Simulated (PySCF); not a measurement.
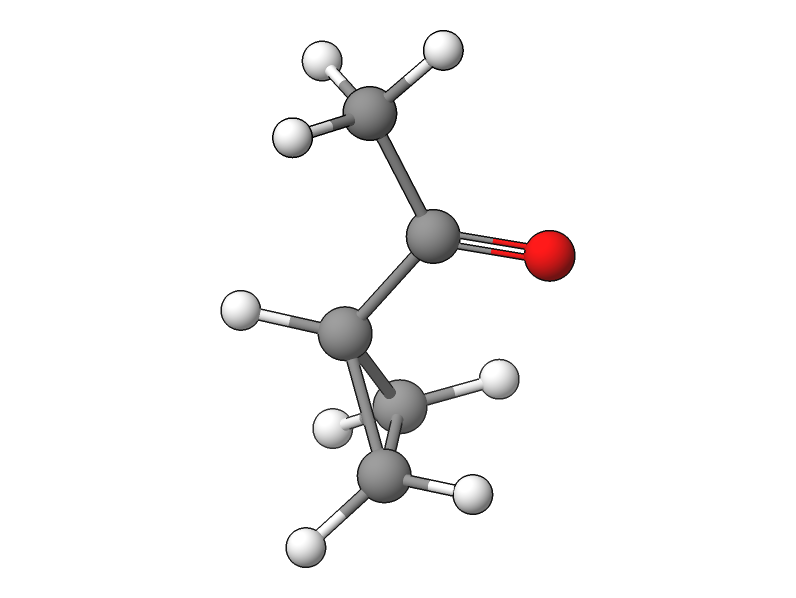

Ball-and-stick drawing of a structure. Multiple sticks mark multiple bonds (one Kekulé form). Colours: carbon grey, oxygen red, hydrogen white.

The geometry was computed by an optimisation with PBE0-D3(BJ)/def2-SVP. No frequency run is at hand to confirm it as a minimum.

Question: Which formula does it have?

Answer: C₅H₈O, 14 atoms: 5 carbon, 8 hydrogen and 1 oxygen.

Question: Name functional groups in it.

Answer: Among them: ketone.

Question: Count the bonded pairs by element.

Answer: 8 C–H, 5 C–C, 1 C–O.

More results for the same structure follow; atom numbers are the same in all pictures, views and colours differ.

**Dipole moment**

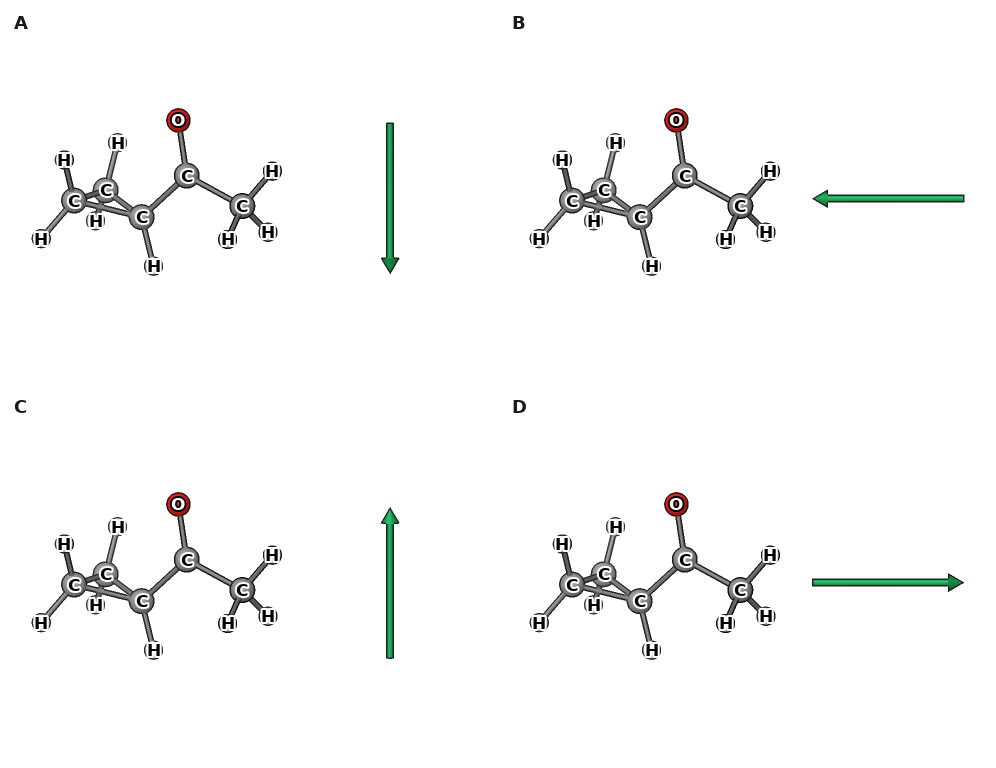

The same molecule four times, each with an arrow. No frequency run is at hand to confirm it as a minimum. Level of theory: PBE0/6-31G*, gas phase (PySCF 2.14.0).

Question: Which arrow points along the dipole moment, from the negative to the positive end?

Answer: A. The dipole moment is 2.73 D.

**NMR shielding**

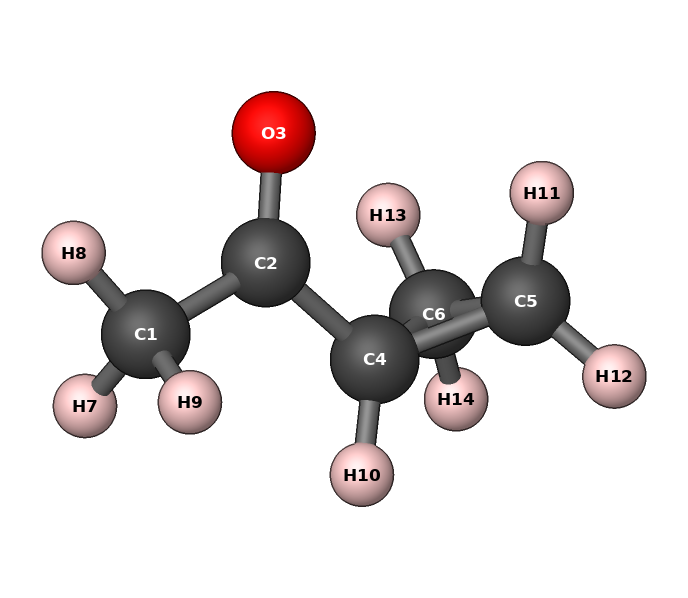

No frequency run is at hand to confirm it as a minimum. Properties computed with GIAO PBE0/6-31G NMR shielding, non-relativistic, gas phase (PySCF 2.14.0). Principal shieldings σ11 ≤ σ22 ≤ σ33, span Ω = σ33 − σ11, skew κ = 3(σiso − σ22)/Ω.

Give the shielding tensors of the O atoms.

```tsv
atom	σ11	σ22	σ33	σiso	Ω	κ
O3	−831.2	−364.6	389.0	−269.0	1220.2	0.24
```

Shieldings and span in ppm.

**Quadrupole coupling**

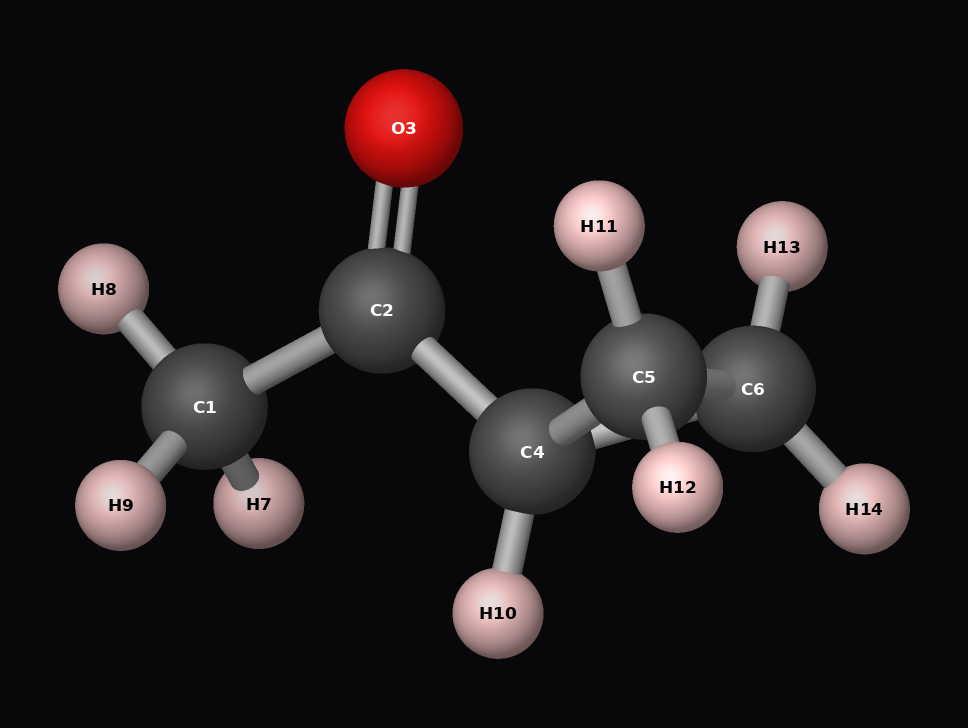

No frequency run is at hand to confirm it as a minimum. Electric field gradients from the ground-state density, PBE0/6-311+G(2d,p) (PySCF 2.14.0), non-relativistic apart from any core potentials.

Give the largest field-gradient component, the quadrupole coupling constant and the asymmetry for 17O at O3 (Q = −25.6 mb), 2H at H7 (Q = 2.86 mb), 2H at H8 (Q = 2.86 mb), 2H at H9 (Q = 2.86 mb), 2H at H10 (Q = 2.86 mb).

| atom | V_zz (a.u.) | e²qQ/h (MHz) | η |
| --- | --- | --- | --- |
| O3 | −1.827 | 10.99 | 0.38 |
| H7 | 0.293 | 0.197 | 0.03 |
| H8 | 0.296 | 0.199 | 0.01 |
| H9 | 0.293 | 0.197 | 0.03 |
| H10 | 0.301 | 0.203 | 0.09 |

**Charges**

The questions are on Mulliken charges. No frequency run is at hand to confirm it as a minimum. Properties computed with PBE0/STO-3G, gas phase (PySCF 2.14.0).

Question: Which atom carries the highest charge (most positive or least negative)?

Answer: C2 (0.17 e).

Question: And the lowest?

Answer: C1 (−0.26 e).

Give the Mulliken charges atom by atom.

```tsv
atom	value (e)
C1	−0.26
C2	0.17
O3	−0.20
C4	−0.12
C5	−0.17
C6	−0.17
H7	0.09
H8	0.09
H9	0.09
H10	0.09
H11	0.10
H12	0.09
H13	0.10
H14	0.09
```

Mulliken values depend strongly on the basis set and can even reverse the polarity of a bond.
